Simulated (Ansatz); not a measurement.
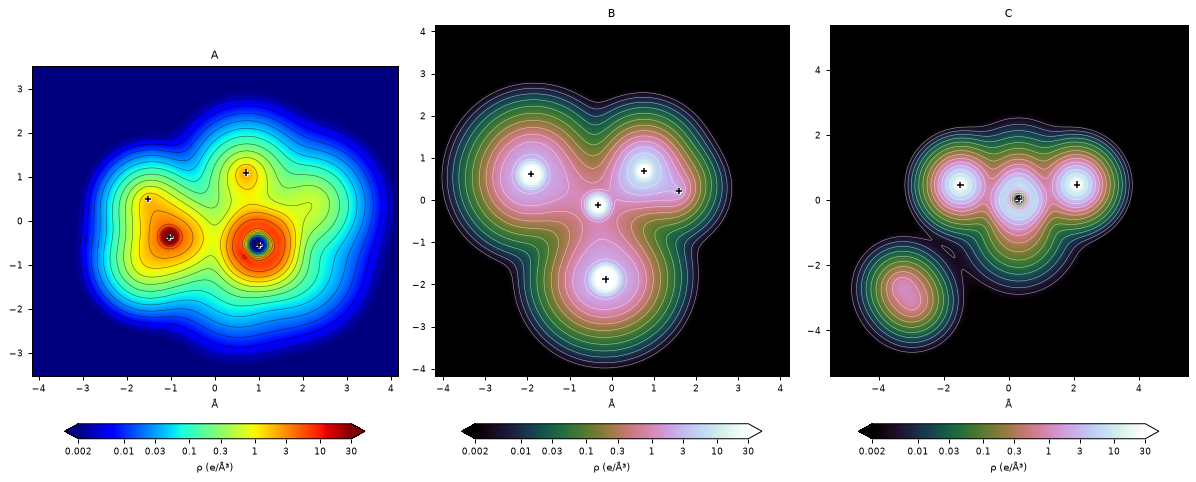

The electron density of 3 systems, each on a plane through atoms (crosses mark nuclei in the plane).

Level of theory: RHF/def2-SVP (Ansatz 0.2.0).

System 1: H₇NW···H₂, the plane of atoms H4, W1 and N8. Core potentials replace the inner electrons of W; not at a stationary point (largest force 1.6 eV/Å).

```xyz
11

W     0.2672    0.2551   -0.3487
H     0.1169    0.2628    2.5689
H     1.4323   -0.6539    0.4207
H    -0.6672    1.4557    0.3266
H    -1.3521   -0.1376   -0.0410
H    -0.1431   -1.3436    0.0208
H     0.4517    0.3519   -2.0572
N     1.5933    1.6064    0.3991
H     2.5227    1.3786    0.6984
H     1.3508    2.5338    0.6924
H     0.5677    0.6873    2.2130
```

System 2: BCl₂HO···HF, the plane of atoms B1, O2 and H3. Not at a stationary point (largest force 1.2 eV/Å).

```xyz
7

B    -0.0610   -0.2572    0.0672
O    -0.0524   -0.4040    1.4276
H    -0.9194   -0.4469    1.8042
Cl    1.4666   -0.3417   -0.7946
Cl   -1.5903   -0.1572   -0.8131
F     0.2560    2.1506    0.7778
H     0.5767    1.7148    1.5090
```

System 3: F₂H₂W···H₂···H₂, the plane of atoms F5, W1 and F8. Core potentials replace the inner electrons of W.

```xyz
9

W    -0.4592    0.4217   -0.4131
H     1.2155    0.5137    3.8407
H     1.0950   -0.9001   -1.5645
H    -1.5707    1.2145    0.5749
F    -1.6645   -0.2871   -1.6114
H    -0.2746   -0.8492    0.6635
H     1.0316   -0.3425   -2.0723
F     1.0052    1.4626   -0.0068
H     1.6497    1.0145    3.4958
```

Question: Match each panel to its system.

Answer: Panel A is system 1, H₇NW···H₂: the plane holds W, H and N. W–N (2.04 Å): ρ is about 0.87 e/Å³ halfway. Panel B is system 2, BCl₂HO···HF: the plane holds B, O, H and Cl. B–O (1.37 Å): the density is about 2.2 e/Å³ at the midpoint. Panel C is system 3, F₂H₂W···H₂···H₂: the plane holds W and F. W–F (1.84 Å): the density is about 1 e/Å³ at the midpoint.
